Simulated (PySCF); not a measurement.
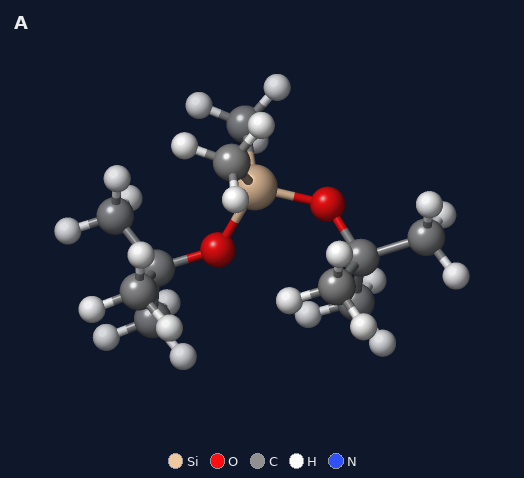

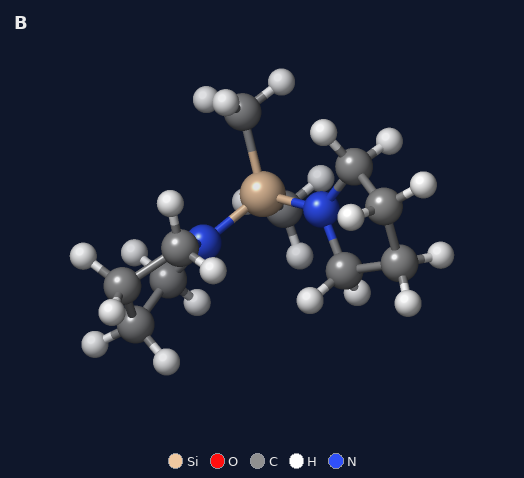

Two related species, optimised with PBE0-D3(BJ)/def2-SVP; properties computed with PySCF 2.14.0. Both: charge 0, singlet.

What are A and B?

Answer. A is Si(OtBu)2Me2 (CC(C)(C)O[Si](C)(C)OC(C)(C)C), B is SiMe2(pyrrolidide)2 (C[Si](C)(N1CCCC1)N1CCCC1).

Compare them. With ωB97X-D/pcSseg-1: dipole moment (D), HOMO–LUMO gap (eV), HOMO energy (Kohn–Sham orbital) (eV), shielding of Si (ppm). With PBE0/def2-SVPD: lowest vertical singlet excitation (eV), mean static polarisability (bohr³). With PBE0/pcSseg-1: Hirshfeld charge of Si (e), IAO charge of Si (e). With PBE0-D3(BJ)/def2-SVP: mean Si–C length (Å).

```csv
quantity,A,B
dipole moment (D),1.65,0.62
HOMO–LUMO gap (eV),12.02,10.30
HOMO energy (Kohn–Sham orbital) (eV),−9.29,−7.47
shielding of Si (ppm),359.2,361.1
lowest vertical singlet excitation (eV),6.88,5.12
mean static polarisability (bohr³),152.8,154.0
Hirshfeld charge of Si (e),0.49,0.44
IAO charge of Si (e),1.42,1.26
mean Si–C length (Å),1.869,1.878
```

Each is one conformer, and no frequency run is at hand to confirm it as a minimum.
